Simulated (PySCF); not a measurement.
# AlH3F− (SMILES [H][Al-]([H])([H])[F]): levels of theory compared

We compute a comparison of 6 runs (M06-2X/STO-3G, PBE/STO-3G, PBE0/STO-3G, MP2/STO-3G, CCSDTQ/STO-3G, CCSD(T)/STO-3G) of AlH3F−. 

Program for the calculation: PySCF 2.14.0.

4 further runs of the same task are left out: 1 that didn't finish, 3 set aside as unsound or not needed.

**1. Starting point**

AlH3F− has 5 atoms, charge -1, and is taken as a singlet. SMILES: `[H][Al-]([H])([H])[F]`. The Al1–H4 distance was set to 2.422 Å, away from the relaxed value. At this shape a bond of the SMILES string is far longer than usual.

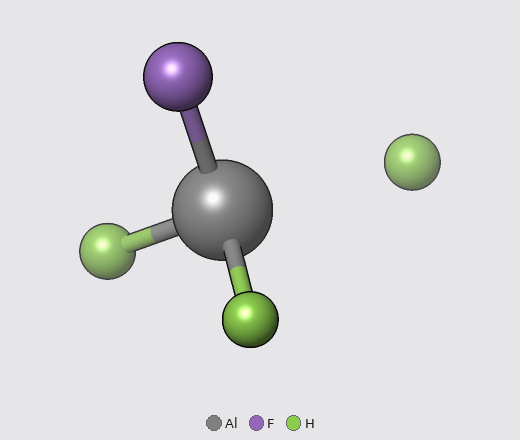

The structure, seen from a chosen angle (aluminium grey, fluorine purple, hydrogen green).

**2. The energy at M06-2X/STO-3G (run 1)**

The input, job.py:

```python
from pyscf import gto, dft

mol = gto.M(
    atom='''
Al     0.386414    -0.665977     0.203598
F      0.398424    -0.685537     1.899078
H      1.916864    -0.654697    -0.309182
H     -0.774560     1.332620    -0.519830
H     -0.379206    -1.991157    -0.309102
''',
    charge=-1,
    basis='sto-3g',
    max_memory=1860,
    verbose=3,
)

ks = dft.RKS(mol)
ks.xc = 'm06-2x'
ks.conv_tol = 1e-10
ks.grids.level = 5
ks.kernel()
if not ks.converged:
    ks = ks.newton().run(ks.mo_coeff, ks.mo_occ)

energy = ks.e_tot
print(f'total energy: {energy:.8f} hartree')
```

On the command line:

```console
OMP_NUM_THREADS=1 python job.py
```

What it wrote:

```text
converged SCF energy = -339.480406499943
total energy: -339.48040650 hartree
```

Wall time 4.8 s (1 thread of Intel Xeon Platinum 8259CL at 2.50GHz (Skylake/Cascade Lake), shared host); peak memory 0.19 GiB.

**3. The energy at PBE/STO-3G (run 2)**

The input, run.py:

```python
from pyscf import gto, dft

mol = gto.M(
    atom='''
Al   0.386414  -0.665977   0.203598
F    0.398424  -0.685537   1.899078
H    1.916864  -0.654697  -0.309182
H   -0.774560   1.332620  -0.519830
H   -0.379206  -1.991157  -0.309102
''',
    verbose=3,
    basis='sto-3g',
    spin=0,
    max_memory=1860,
    charge=-1,
)

ks = dft.RKS(mol, xc='pbe')
ks.grids.level = 5
ks.conv_tol = 1e-10
ks.kernel()
if not ks.converged:
    ks = ks.newton().run(ks.mo_coeff, ks.mo_occ)

etot = ks.e_tot
print('E = %.10f Eh' % etot)
```

On the command line:

```console
OMP_NUM_THREADS=1 python run.py
```

What it wrote:

```text
converged SCF energy = -339.230798528383
E = -339.2307985284 Eh
```

It took 3.9 s on 1 thread of Intel Xeon Platinum 8259CL at 2.50GHz (Skylake/Cascade Lake), shared host; peak memory 0.19 GiB.

Runs 3 to 5 aren't shown in full; the table further down has their settings and results.

**4. A single-point energy at CCSD(T)/STO-3G (run 6)**

The input, start.xyz:

```xyz
5

Al     0.386414    -0.665977     0.203598
F      0.398424    -0.685537     1.899078
H      1.916864    -0.654697    -0.309182
H     -0.774560     1.332620    -0.519830
H     -0.379206    -1.991157    -0.309102
```

The input, calc.py:

```python
from pyscf import gto, scf, cc

mol = gto.M(
    atom='start.xyz',
    basis='sto-3g',
    spin=0,
    max_memory=1860,
    charge=-1,
    verbose=3,
)

mf = scf.RHF(mol)
mf.conv_tol = 1e-10
mf.kernel()
if not mf.converged:
    mf = mf.newton().run(mf.mo_coeff, mf.mo_occ)

mycc = cc.CCSD(mf, frozen=6)
mycc.kernel()
e_t = mycc.ccsd_t()
e_final = mycc.e_tot + e_t
print('E(%s) = %.9f' % ('CCSD(T)', e_final))
```

On the command line:

```console
OMP_NUM_THREADS=1 python calc.py
```

What it wrote:

```text
converged SCF energy = -338.5301853715
E(CCSD) = -338.6108396116292  E_corr = -0.0806542401287856
CCSD(T) correction = -0.0021080025253048
E(CCSD(T)) = -338.612947614
```

Wall time 0.85 s (1 thread of Intel Xeon Platinum 8259CL at 2.50GHz (Skylake/Cascade Lake), shared host); peak memory 0.1 GiB.

**5. All runs side by side**

| run | level | integration grid | frozen core orbitals | energy (Eh) | HOMO energy (eV) | LUMO energy (eV) | HOMO–LUMO gap (eV) | wall time |
| --- | --- | --- | --- | --- | --- | --- | --- | --- |
| 1 | M06-2X/STO-3G | 5 | – | -339.480406 | 3.37 | 12.53 | 9.16 | 4.8 s |
| 2 | PBE/STO-3G | 5 | – | -339.230799 | 5.96 | 10.92 | 4.97 | 3.9 s |
| 3 | PBE0/STO-3G | 5 | – | -339.279293 | 4.62 | 11.73 | 7.11 | 3.6 s |
| 4 | MP2/STO-3G | – | 6 | -338.588370 | 1.65 | 15.29 | 13.63 | 0.87 s |
| 5 | CCSDTQ/STO-3G | – | 6 | -338.613173 | 1.65 | 15.29 | 13.63 | 11 s |
| 6 | CCSD(T)/STO-3G | – | 6 | -338.612948 | 1.65 | 15.29 | 13.63 | 0.85 s |

**6. Outcome**

| quantity | value |
| --- | --- |
| run 6: total energy | -338.61295 Eh |
| run 6: HOMO energy (Hartree–Fock orbitals) | 1.65 eV |
| run 6: LUMO energy (Hartree–Fock orbitals) | 15.29 eV |
| run 6: HOMO–LUMO gap (to an unbound level, set by the basis) | 13.63 eV |
| run 6: correlation energy (6 core orbitals frozen) | -82.8 mEh |
| run 6: (T) correction | -2.11 mEh |
| run 6: T1 diagnostic | 0.022 |

**Reading.** Over runs 1, 2, 3 the HOMO–LUMO gap runs from 4.97 eV (PBE/STO-3G) to 9.16 eV (M06-2X/STO-3G). The empty levels of an anion lie above zero and hang on the basis. Totals of different functionals can't be ranked against each other. In runs 1, 2, 3, 4, 5, 6 the HOMO lies above zero, so the outermost electron may be held by the basis alone. In runs 1, 2, 3, 4, 5, 6 the basis is minimal, so the values are rough. All runs together took 25 s, the longest 11 s.
